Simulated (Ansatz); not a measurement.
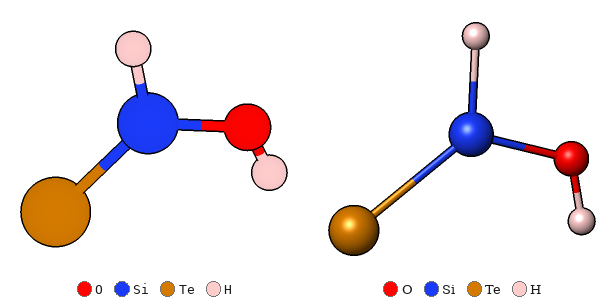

Both panels show the same species.

The geometry was computed by an optimisation with PBE0-D4/def2-TZVP. No frequency run is at hand to confirm it as a minimum.

Describe the molecule.

It has 5 atoms: 2 hydrogen, 1 oxygen, 1 silicon and 1 tellurium (H₂OSiTe). This geometry has Cs symmetry. All atoms lie on one plane. Coordination: 1 O bent; 1 Si trigonal planar.

The parts below concern this one geometry. Atoms keep their numbers from picture to picture.

**Electronic properties**

No frequency run is at hand to confirm it as a minimum. Properties computed with RKS PBE0-D4/def2-TZVPP, core potentials on Te (Ansatz 0.2.0).

Predict the main results.

- HOMO energy (Kohn–Sham orbital): −6.49 eV
- LUMO energy (Kohn–Sham orbital): −2.02 eV
- HOMO–LUMO gap: 4.47 eV

**Dipole moment**

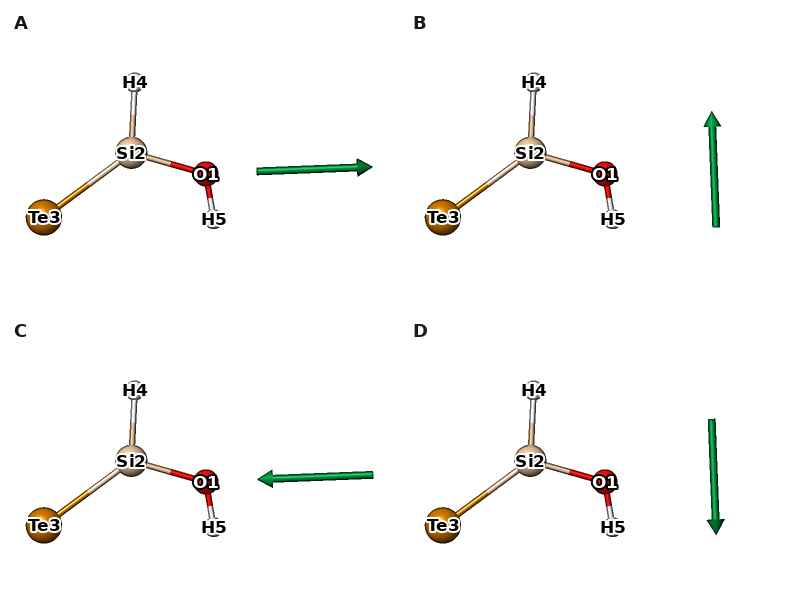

The same molecule four times, each with an arrow. No frequency run is at hand to confirm it as a minimum. Level of theory: RKS PBE0-D4/def2-TZVP, core potentials on Te (Ansatz 0.2.0).

Which arrow points along the dipole moment, from the negative to the positive end?

Answer. A. The dipole moment is 1.70 D; it points from the side of Te3 to the side of O1, H5 (the outermost atoms at the two ends).

**Charges**

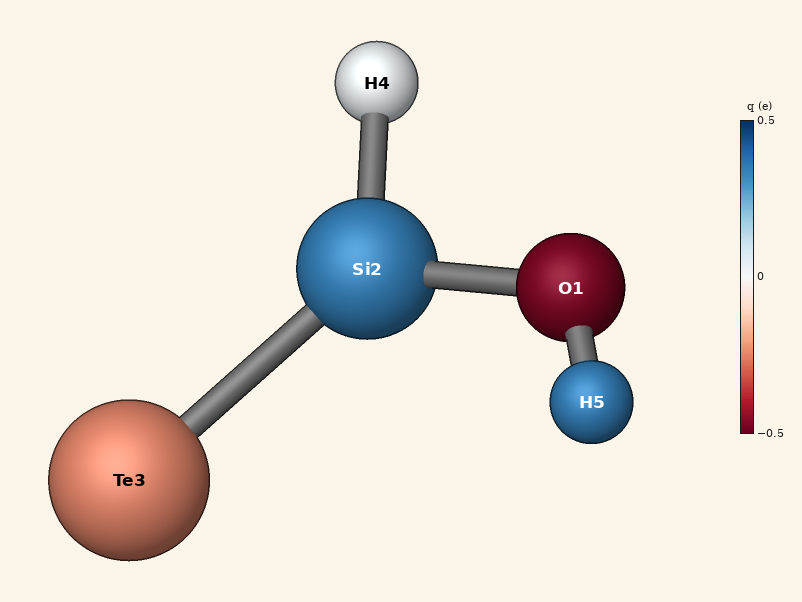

Atoms are coloured by their Mulliken charges. No frequency run is at hand to confirm it as a minimum. Level of theory: RKS PBE0-D4/def2-TZVP, core potentials on Te (Ansatz 0.2.0).

List the Mulliken charges.

| atom | value (e) |
| --- | --- |
| O1 | −0.47 |
| Si2 | 0.34 |
| Te3 | −0.24 |
| H4 | 0.03 |
| H5 | 0.34 |

Mulliken values depend strongly on the basis set and can even reverse the polarity of a bond.
